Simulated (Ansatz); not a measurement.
## Geometry relaxation of WH3ClO2F4 (part 1 of 2)

The run: geometry relaxation of WH3ClO2F4. Method and program: RHF/def2-SVP (Ansatz 0.2.0).

The input holds or restrains some coordinates. It belongs to a series of runs on one base structure; here: pulled along the bonds that form and break, towards end A. Figures and captions count atoms from 1; the log counts them from 0 in places.

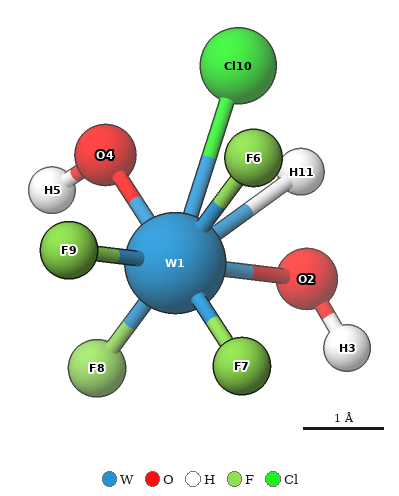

**Figure 1.** The structure as given in the input (ball-and-stick view, seen at a tilt; atoms are numbered from 1 in the order of the input). Sticks mark near contacts.

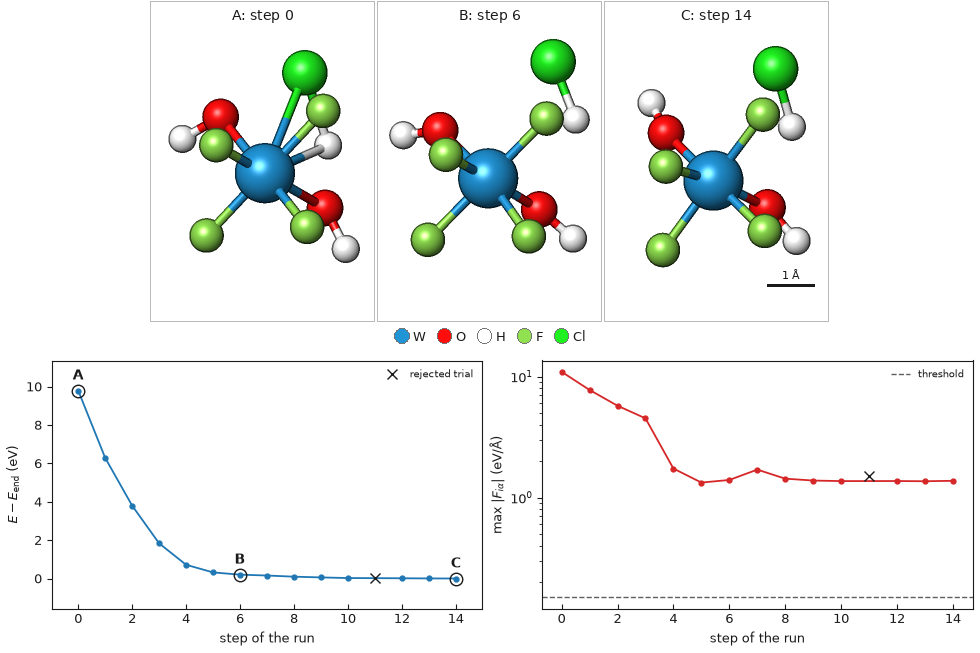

**Figure 2.** Frames of the restrained relaxation (ball-and-stick view, seen at a tilt) above the curves, on which the letters mark them (the first geometry is step 0 here and step 1 in the log).

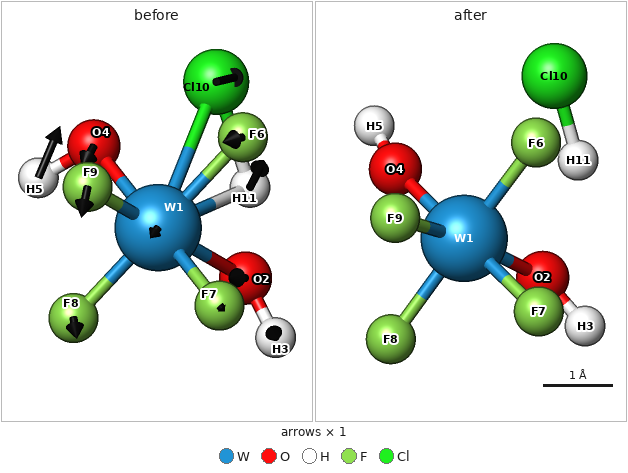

**Figure 3.** Before (left) and after (right) the restrained relaxation, at one scale (ball-and-stick view, seen at a tilt). The black arrows give the displacements, at true length. After 14 geometry steps the energy has fallen by 9.793 eV. The largest force component goes from 11 to 1.4 eV/Å. The line search rejected the trial step at point 11 (counted from 0) and went back. The largest move after the best rigid fit is that of Cl10, 0.98 Å. Largest moves by element: Cl 0.98 Å, H 0.83 Å, F 0.50 Å, O 0.49 Å, W 0.21 Å. Among the contacts that change: W1–Cl10 2.690 → 3.618 Å, W1–H11 2.447 → 3.368 Å, Cl10–H11 1.721 → 1.320 Å, W1–O2 2.290 → 1.904 Å. New bonds form: Cl10–H11 (1.72 → 1.32 Å). Bonds break: W1–Cl10 (2.69 → 3.62 Å). Among the angles that change: W1–O4–H5 109.5° → 164.8°, W1–O2–H3 109.5° → 123.6°, O2–W1–F9 180.0° → 170.2°. (Atoms are counted from 1 in the order of the input.)

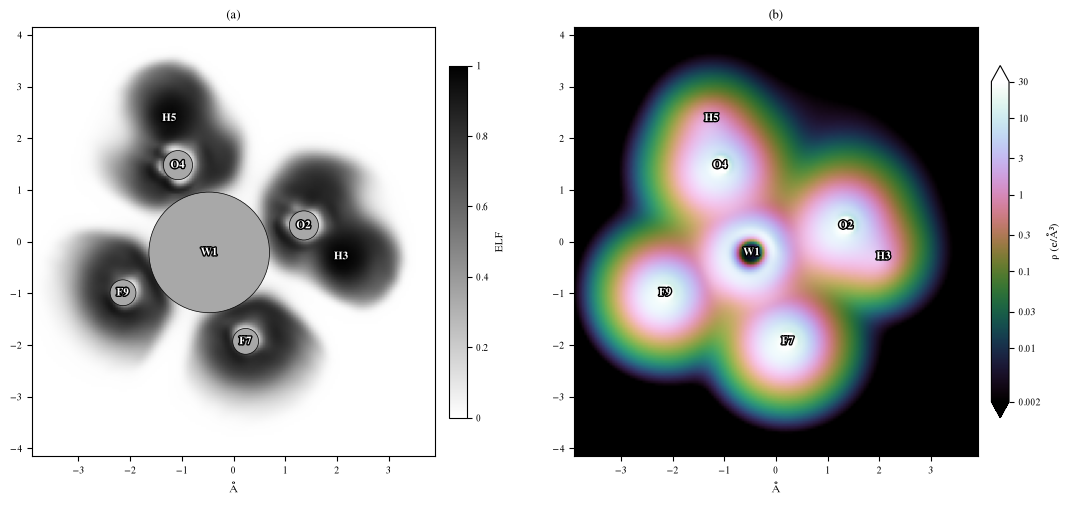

**Figure 4.** (a) electron localisation function; (b) electron density on the plane of atoms O2, W1 and O4. Grey discs, where drawn, cover atomic cores. Atoms in the plane: W, O, H and F. W–F (1.86 Å): ρ is about 1.1 e/Å³ halfway; the ELF peaks at about 0.85 in the valence shell of F, 0.5 Å from its nucleus, and drops to about 0.20 between the two atoms. W–O (1.90 Å): ρ is about 1.1 e/Å³ halfway; the ELF peaks at about 0.85 in the valence shell of O, 0.6 Å from its nucleus, and is about 0.30 at the midpoint.

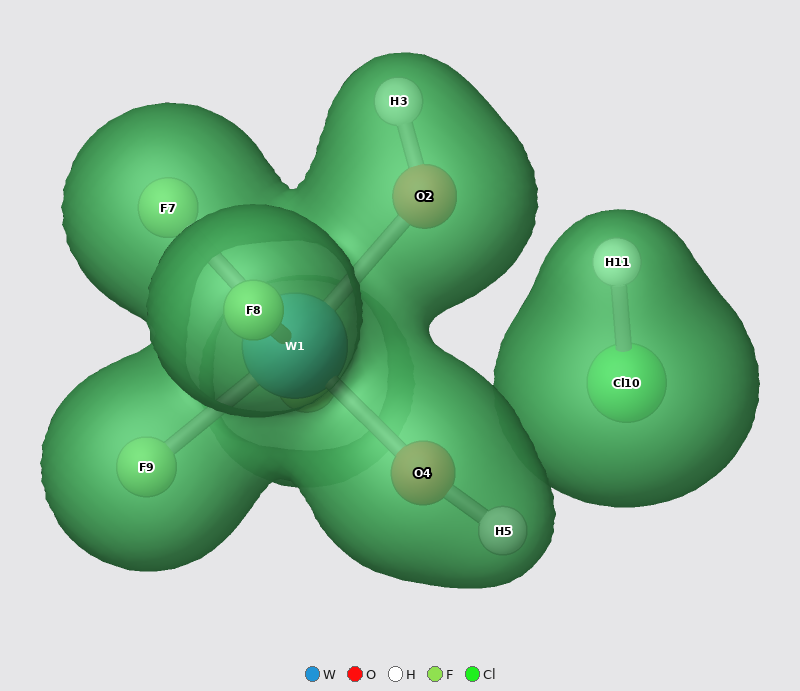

**Figure 5.** Isosurface of the total electron density at 0.2 e/Å³ (green), seen at a tilt. At this value the surface falls into two separate pieces. It is pinched off along the W···Cl (3.62 Å) contacts. On the grid the lowest density along these lines, outside the cores, is 0.05 e/Å³ (W···Cl, 3.62 Å), 1.3 e/Å³ (W–O, 1.79 Å), 1.1 e/Å³ (W–F, 1.84 Å) and 2.4 e/Å³ (O–H, 0.95 Å).

These pictures come from the run below.

The input
```yaml
crystal:
  periodic: [false, false, false]
  atoms:
    - { symbol: W, position_ang: [0.0, 0.0, 0.0] }
    - { symbol: O, position_ang: [0.0, 0.0, 2.29] }
    - { symbol: H, position_ang: [-0.9095, -0.2814, 2.6271] }
    - { symbol: O, position_ang: [1.94, 0.0, 0.0] }
    - { symbol: H, position_ang: [2.2771, -0.9519, -0.0197] }
    - { symbol: F, position_ang: [0.0, 1.85, 0.0] }
    - { symbol: F, position_ang: [-1.85, 0.0, 0.0] }
    - { symbol: F, position_ang: [0.0, -1.85, 0.0] }
    - { symbol: F, position_ang: [0.0, 0.0, -1.85] }
    - { symbol: Cl, position_ang: [1.7678, 1.8416, 0.8482] }
    - { symbol: H, position_ang: [0.9192, 0.9576, 2.0562] }
basis:
  gaussian: { orbitals: def2-SVP }
hamiltonian:
  xc: hf
relax:
  f_tol: 0.15
  max_steps: 25
  restrain:
    - { distance: [0, 9], at: 3.59, k: 30.0 }
    - { distance: [10, 1], at: 2.21, k: 30.0 }
    - { distance: [0, 1], at: 1.94, k: 30.0 }
    - { distance: [10, 9], at: 1.37, k: 30.0 }
output:
  orbitals: {}
```

Launch command:
```bash
ansatz run input.yaml --threads 4 --pin off --max-ram 5120MiB --backend cpu --events-out ev --progress --plain --runs-dir out
```

The program's output
```
The last accepted step is kept in [file] (removed where the run ends without a failure and the disk answers)
Engine: ansatz 0.2.0, aarch64-unknown-linux-gnu
Functional definition: HF
  exchange = exact_x
  correlation = 0
1518 factors; integrals over basis functions are off by at most 3.8e-4 eV
mean field evaluation 1: about -29219.2921 eV, gradient 8.7e1 eV
mean field evaluation 2: about -29219.6473 eV, gradient 8.7e1 eV
mean field evaluation 4: about -29231.5910 eV, gradient 3.6e1 eV
mean field evaluation 8: about -29234.4282 eV, gradient 1.1e0 eV
mean field evaluation 16: about -29234.4977 eV, gradient 2.6e-4 eV
mean field evaluation 32: about -29226.1776 eV, gradient 5.5e1 eV
mean field evaluation 64: about -29230.4290 eV, gradient 6.8e0 eV
mean field -29234.49766878 eV, -1074.3479734734 hartree, gradient 2.4e-5 eV, S^2 0.000000; 0 other end points of the search recorded, 0 dependent functions left out
the calculation of the forces begins
reference -29234.49766878 eV, -1074.3479734734 hartree; 43, 43 occupied and 106, 106 virtual orbitals, 1518 factors
relax step   1: F+E_penalty+E_count = -29234.49766878 eV  Δ(F+E_penalty+E_count) = +0.000e0 eV  max|allowed force component| = 1.096e1 eV/Å  E_restraint = 26.98330970 eV  max|allowed force component, restraints' pulls added| = 2.600e1 eV/Å  Δτ_max = 0.0000 Å  (147 SCF iters, accepted)
  distance W 0 - Cl 9 = 2.6900 Å
  distance H 10 - O 1 = 1.3478 Å
  distance W 0 - O 1 = 2.2900 Å
  distance H 10 - Cl 9 = 1.7207 Å
these checks for a lower state are left out or cut short: starts, cluster_reference, orbital_swaps, neighbouring_geometries, increment
1518 factors; integrals over basis functions are off by at most 4.9e-4 eV
mean field -29238.00449700 eV, -1074.4768470334 hartree, gradient 2.1e-5 eV, S^2 0.000000; 0 other end points of the search recorded, 0 dependent functions left out
[... from here on the field's lines of each further geometry are left out, up to the last ...]
relax step   2: F+E_penalty+E_count = -29238.00449700 eV  Δ(F+E_penalty+E_count) = -3.507e0 eV  max|allowed force component| = 7.756e0 eV/Å  E_restraint = 13.87338063 eV  max|allowed force component, restraints' pulls added| = 1.959e1 eV/Å  Δτ_max = 0.1949 Å  (56 SCF iters, accepted)
relax step   3: F+E_penalty+E_count = -29240.49391263 eV  Δ(F+E_penalty+E_count) = -2.489e0 eV  max|allowed force component| = 5.747e0 eV/Å  E_restraint = 4.81417488 eV  max|allowed force component, restraints' pulls added| = 1.086e1 eV/Å  Δτ_max = 0.1948 Å  (49 SCF iters, accepted)
relax step   4: F+E_penalty+E_count = -29242.45793983 eV  Δ(F+E_penalty+E_count) = -1.964e0 eV  max|allowed force component| = 4.520e0 eV/Å  E_restraint = 0.84264025 eV  max|allowed force component, restraints' pulls added| = 5.054e0 eV/Å  Δτ_max = 0.1963 Å  (47 SCF iters, accepted)
relax step   5: F+E_penalty+E_count = -29243.57486742 eV  Δ(F+E_penalty+E_count) = -1.117e0 eV  max|allowed force component| = 1.739e0 eV/Å  E_restraint = 0.07090784 eV  max|allowed force component, restraints' pulls added| = 1.547e0 eV/Å  Δτ_max = 0.1949 Å  (45 SCF iters, accepted)
relax step   6: F+E_penalty+E_count = -29243.97281593 eV  Δ(F+E_penalty+E_count) = -3.979e-1 eV  max|allowed force component| = 1.331e0 eV/Å  E_restraint = 0.06088601 eV  max|allowed force component, restraints' pulls added| = 5.275e-1 eV/Å  Δτ_max = 0.2000 Å  (48 SCF iters, accepted)
relax step   7: F+E_penalty+E_count = -29244.08955966 eV  Δ(F+E_penalty+E_count) = -1.167e-1 eV  max|allowed force component| = 1.399e0 eV/Å  E_restraint = 0.06851554 eV  max|allowed force component, restraints' pulls added| = 3.944e-1 eV/Å  Δτ_max = 0.2000 Å  (43 SCF iters, accepted)
relax step   8: F+E_penalty+E_count = -29244.13429292 eV  Δ(F+E_penalty+E_count) = -4.473e-2 eV  max|allowed force component| = 1.703e0 eV/Å  E_restraint = 0.06079801 eV  max|allowed force component, restraints' pulls added| = 1.110e0 eV/Å  Δτ_max = 0.1933 Å  (41 SCF iters, accepted)
relax step   9: F+E_penalty+E_count = -29244.19497670 eV  Δ(F+E_penalty+E_count) = -6.068e-2 eV  max|allowed force component| = 1.434e0 eV/Å  E_restraint = 0.06616088 eV  max|allowed force component, restraints' pulls added| = 4.695e-1 eV/Å  Δτ_max = 0.2000 Å  (42 SCF iters, accepted)
relax step  10: F+E_penalty+E_count = -29244.23305609 eV  Δ(F+E_penalty+E_count) = -3.808e-2 eV  max|allowed force component| = 1.384e0 eV/Å  E_restraint = 0.06387283 eV  max|allowed force component, restraints' pulls added| = 2.654e-1 eV/Å  Δτ_max = 0.1650 Å  (41 SCF iters, accepted)
relax step  11: F+E_penalty+E_count = -29244.26570057 eV  Δ(F+E_penalty+E_count) = -3.264e-2 eV  max|allowed force component| = 1.369e0 eV/Å  E_restraint = 0.06786827 eV  max|allowed force component, restraints' pulls added| = 3.590e-1 eV/Å  Δτ_max = 0.2000 Å  (41 SCF iters, accepted)
relax step  12: F+E_penalty+E_count = -29244.25140392 eV  Δ(F+E_penalty+E_count) = +1.430e-2 eV  max|allowed force component| = 1.513e0 eV/Å  E_restraint = 0.05977268 eV  max|allowed force component, restraints' pulls added| = 8.088e-1 eV/Å  Δτ_max = 0.1798 Å  (41 SCF iters, rejected (line search))
relax step  13: F+E_penalty+E_count = -29244.27763706 eV  Δ(F+E_penalty+E_count) = -1.194e-2 eV  max|allowed force component| = 1.371e0 eV/Å  E_restraint = 0.06869946 eV  max|allowed force component, restraints' pulls added| = 1.734e-1 eV/Å  Δτ_max = 0.0899 Å  (41 SCF iters, accepted)
relax step  14: F+E_penalty+E_count = -29244.28591591 eV  Δ(F+E_penalty+E_count) = -8.279e-3 eV  max|allowed force component| = 1.366e0 eV/Å  E_restraint = 0.07029845 eV  max|allowed force component, restraints' pulls added| = 4.299e-1 eV/Å  Δτ_max = 0.0966 Å  (42 SCF iters, accepted)
the calculation of the forces begins
reference -29244.29022680 eV, -1074.7078433431 hartree; 43, 43 occupied and 106, 106 virtual orbitals, 1521 factors
relax step  15: F+E_penalty+E_count = -29244.29022680 eV  Δ(F+E_penalty+E_count) = -4.311e-3 eV  max|allowed force component| = 1.377e0 eV/Å  E_restraint = 0.06852425 eV  max|allowed force component, restraints' pulls added| = 5.291e-2 eV/Å  Δτ_max = 0.0966 Å  (42 SCF iters, accepted)
  distance W 0 - Cl 9 = 3.6183 Å
  distance H 10 - O 1 = 2.2088 Å
  distance W 0 - O 1 = 1.9044 Å
  distance H 10 - Cl 9 = 1.3200 Å
1521 factors; integrals over basis functions are off by at most 7.7e-4 eV
mean field evaluation 224: about -29244.2397 eV, gradient 5.9e-1 eV
mean field -29244.29022680 eV, -1074.7078433431 hartree, gradient 2.5e-5 eV, S^2 0.000000; 1 other end points of the search recorded, 0 dependent functions left out
the calculation of the forces begins
reference -29244.29022680 eV, -1074.7078433431 hartree; 43, 43 occupied and 106, 106 virtual orbitals, 1521 factors
Total energy: -29244.29022680 eV, -1074.7078433431 hartree
Atom 0 at    -0.095894    -0.194259    -0.066174 Å, force    -0.508120    -0.435111     0.685928 eV/Å
Atom 1 at    -0.131642    -0.037889     1.831442 Å, force     0.061582    -0.077763    -1.082336 eV/Å
Atom 2 at    -0.925413    -0.100377     2.348165 Å, force    -0.010584     0.012207     0.010967 eV/Å
Atom 3 at     1.689037    -0.349988    -0.138759 Å, force    -0.011828     0.011648    -0.007375 eV/Å
Atom 4 at     2.622306    -0.217574    -0.048293 Å, force    -0.038031     0.014615     0.006708 eV/Å
Atom 5 at    -0.070291     1.612981    -0.392102 Å, force     0.011867    -0.021054    -0.005045 eV/Å
Atom 6 at    -1.940869    -0.023882     0.091734 Å, force    -0.006464    -0.002201    -0.003603 eV/Å
Atom 7 at    -0.328429    -2.021776     0.062313 Å, force    -0.008278     0.007046    -0.001614 eV/Å
Atom 8 at    -0.363993    -0.429151    -1.876297 Å, force    -0.002320     0.005584     0.010421 eV/Å
Atom 9 at     2.212601     2.006673     1.642212 Å, force    -0.298628    -0.268864     1.376579 eV/Å
Atom 10 at     1.477187     1.321141     2.497560 Å, force     0.810805     0.753892    -0.990631 eV/Å
Dipole moment:     0.583247    -0.070378     0.654188 e Å
```
